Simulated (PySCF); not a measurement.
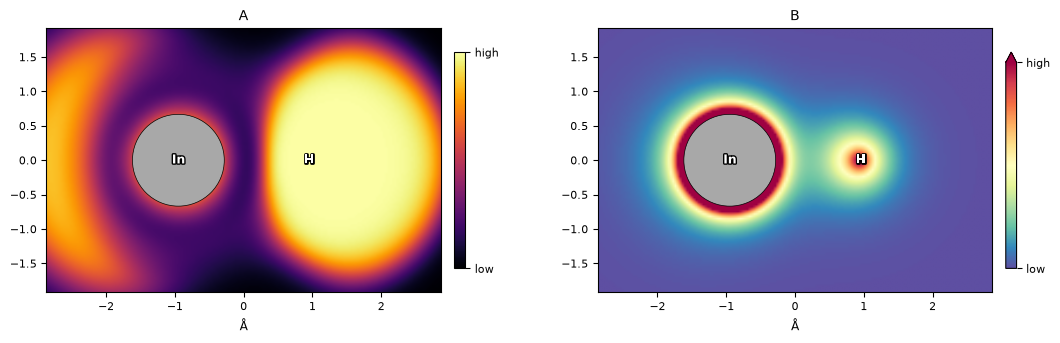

InH (charge −1, doublet): 2 fields on a plane that holds the molecular axis, with unlabelled colour scales. Grey discs cover the atomic cores.

Core potentials replace the inner electrons of In.

Computed with PBE0/aug-cc-pVDZ(-PP), non-relativistic Hamiltonian with scalar-relativistic core potentials where named, at a bond length of 1.899 Å in PySCF.

**Match the panels to the quantities (electron density and electron localisation function).**

Panel A: electron localisation function. Panel B: electron density. From the grid: In–H (1.90 Å): ρ at the midpoint is about 0.72 e/Å³; the ELF climbs to about 1 towards the hydrogen.
